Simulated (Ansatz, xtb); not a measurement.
**Ligand exchange: C2H4ClF + SiH2(CH3)F → C2H4F2 + SiH2(CH3)Cl**

Gas-phase species: C2H4ClF (1-chloro-2-fluoroethane) `FCCCl`, singlet; SiH2(CH3)F, singlet; C2H4F2 (1,2-difluoroethane) `FCCF`, singlet; SiH2(CH3)Cl ((chlorosilyl)methane), singlet. The partners trade Cl for F: C–Cl and Si–F bonds give way to C–F and Si–Cl.

Shapes, held fixed at every level: PBE0-D4/def2-TZVP. Flexible molecules stand in one conformer, not always the lowest. Programs: Ansatz 0.2.0, xtb 6.7.1. The zero-point and thermal change to 298 K, harmonic and unscaled (PBE0-D4/def2-TZVP), is +1.0 kJ/mol.

| level | kind | ΔH(298 K) (kJ/mol) | less CCSD(T)/CBS estimate |
| --- | --- | --- | --- |
| GFN2-xTB | semi-empirical | +51.4 | -9.1 |
| HF/def2-SVP | Hartree–Fock | +31.0 | -29.5 |
| HF/def2-TZVPP | Hartree–Fock | +52.4 | -8.1 |
| SPW92/def2-TZVPP | LDA | +49.9 | -10.6 |
| r2SCAN-D4/def2-TZVPP | meta-GGA | +52.6 | -7.9 |
| BHLYP-D4/def2-TZVPP | global hybrid | +54.0 | -6.5 |
| wB97M-V/def2-TZVPP | range-separated hybrid | +53.4 | -7.1 |
| CCSD(T)/def2-SVP | coupled cluster or CI | +42.7 | -17.8 |
| CCSD(T)/CBS estimate | coupled cluster or CI | +60.5 | 0.0 |

The highest level, CCSD(T)/CBS estimate, gives ΔH(298 K) = +60.5 kJ/mol; the levels span +31.0 to +60.5. The column of differences is taken from that level and isn't an error. No measured value is set beside it here. The CBS estimate extrapolates MP2 from def2-TZVPP and def2-QZVPP and adds CCSD(T) − MP2 in the triple-zeta set, cores frozen. CCSD(T)/CBS estimate lies outside the range of the other correlated levels here, so it shouldn't be taken on trust.

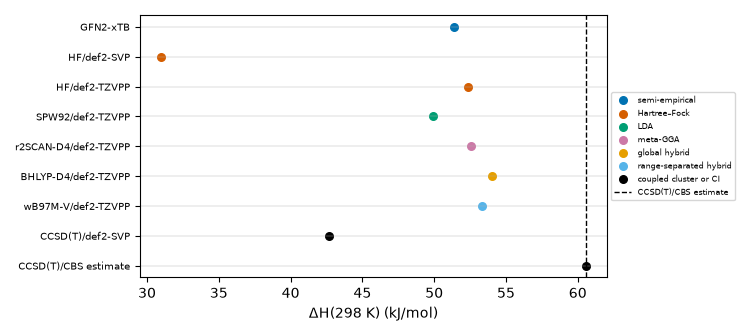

The values of the table, level by level.
